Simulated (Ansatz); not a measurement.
## C3H9B: one change and its effect

System: C3H9B, SMILES CBCC.
Method of run 1: RKS B2PLYP (frozen core)/def2-TZVPP (Ansatz 0.2.0).

The geometry comes from this level: PBE0-D4/def2-TZVP. Text and figures count atoms from 1; the logs count them from 0 in places.

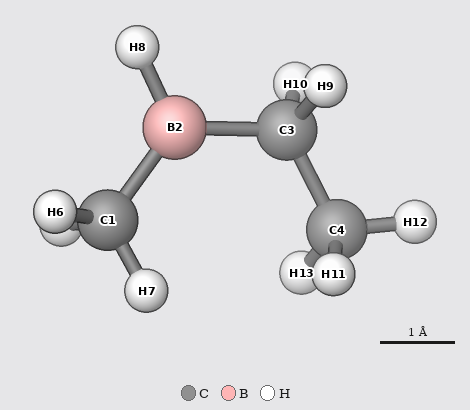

Figure 1. The structure (ball-and-stick view, seen at a tilt; atoms are numbered from 1 in the order of the input). Bond lengths as drawn: B–C 1.56 Å, B–H 1.20 Å, C–C 1.52 Å and C–H 1.09 to 1.10 Å.

### Input, run 1
```yaml
crystal:
  periodic: [false, false, false]
  atoms:
    - {symbol: C, position_ang: [-0.939617, 1.209442, 0.842844]}
    - {symbol: B, position_ang: [0.521793, 0.698460, 0.672182]}
    - {symbol: C, position_ang: [0.958166, -0.497250, -0.231728]}
    - {symbol: C, position_ang: [-0.108276, -1.258899, -1.005508]}
    - {symbol: H, position_ang: [-1.009135, 2.135488, 0.250536]}
    - {symbol: H, position_ang: [-1.161599, 1.518147, 1.868280]}
    - {symbol: H, position_ang: [-1.721887, 0.538107, 0.483689]}
    - {symbol: H, position_ang: [1.397625, 1.288657, 1.252231]}
    - {symbol: H, position_ang: [1.528705, -1.179439, 0.418341]}
    - {symbol: H, position_ang: [1.735109, -0.114404, -0.911010]}
    - {symbol: H, position_ang: [-0.847385, -1.703282, -0.333768]}
    - {symbol: H, position_ang: [0.318304, -2.068967, -1.602305]}
    - {symbol: H, position_ang: [-0.651304, -0.600762, -1.688984]}
basis:
  gaussian: {orbitals: def2-TZVPP}
hamiltonian: {xc: {name: B2PLYP}}
```

Hardware: 2 CPU threads, shared host.

### Output (run 1)
```
Functional definition: B2PLYP
  parameter a = 0.53
  parameter c = 0.27
  exchange = (1 - a)*b88_x + a*exact_x
  correlation = (1 - c)*lyp_c + c*(mp2_os + mp2_ss)
1432 factors; integrals over basis functions are off by at most 9.9e-4 eV
mean field evaluation 1: about -3918.7638 eV, gradient 5.6e1 eV
mean field evaluation 2: about -3918.7658 eV, gradient 5.6e1 eV
mean field evaluation 4: about -3925.9744 eV, gradient 2.9e0 eV
mean field evaluation 8: about -3925.9982 eV, gradient 4.4e-2 eV
mean field evaluation 16: about -3925.9983 eV, gradient 1.8e-5 eV
mean field -3925.99825194 eV, -144.2777746215 hartree, gradient 2.8e-6 eV, S^2 0.000000; 0 other end points of the search recorded, 0 dependent functions left out
4 core orbitals not correlated: weight in the atoms' cores, before any rotation towards them, 1.000 or more for the frozen orbitals, at most 0.000 for the correlated occupied ones
reference -3925.99843641 eV, -144.2777814007 hartree; 12, 12 occupied and 234, 234 virtual orbitals, 1432 factors
second order -20.90452449 eV of doubles, -0.00000000 eV of singles
Total energy: -3931.64265802 eV, -144.4852027192 hartree
```

The input of run 2 differs as follows (lines with − go, lines with + come):
```diff
-hamiltonian: {xc: {name: B2PLYP}}
+hamiltonian: {xc: {name: PBE-QIDH}}
```

How does run 2 compare with run 1?

The total energies belong to different methods, so their difference says nothing on which is more stable or more accurate. The functional changes from B2PLYP to PBE-QIDH.

### Output (run 2)
```
Functional definition: PBE-QIDH
  parameter a = 3^(-1/3)
  parameter c = 1/3
  exchange = (1 - a)*pbe_x + a*exact_x
  correlation = (1 - c)*pbe_c + c*(mp2_os + mp2_ss)
1432 factors; integrals over basis functions are off by at most 9.9e-4 eV
mean field evaluation 1: about -3918.3989 eV, gradient 4.6e1 eV
mean field evaluation 2: about -3918.4014 eV, gradient 4.6e1 eV
mean field evaluation 4: about -3923.4825 eV, gradient 2.6e0 eV
mean field evaluation 8: about -3923.5061 eV, gradient 1.9e-1 eV
mean field evaluation 16: about -3923.5063 eV, gradient 5.1e-5 eV
mean field -3923.50626414 eV, -144.1861957589 hartree, gradient 4.0e-6 eV, S^2 0.000000; 0 other end points of the search recorded, 0 dependent functions left out
4 core orbitals not correlated: weight in the atoms' cores, before any rotation towards them, 1.000 or more for the frozen orbitals, at most 0.000 for the correlated occupied ones
reference -3923.50627758 eV, -144.1861962529 hartree; 12, 12 occupied and 234, 234 virtual orbitals, 1432 factors
second order -19.47902543 eV of doubles, -0.00000000 eV of singles
Total energy: -3929.99928605 eV, -144.4248099133 hartree
```

### The two runs side by side

```csv
quantity,run 1,run 2
outcome,converged,converged
total energy (hartree),−144.485203,−144.424810
basis functions,250,250
wall time (shared host),6 s,6 s
```
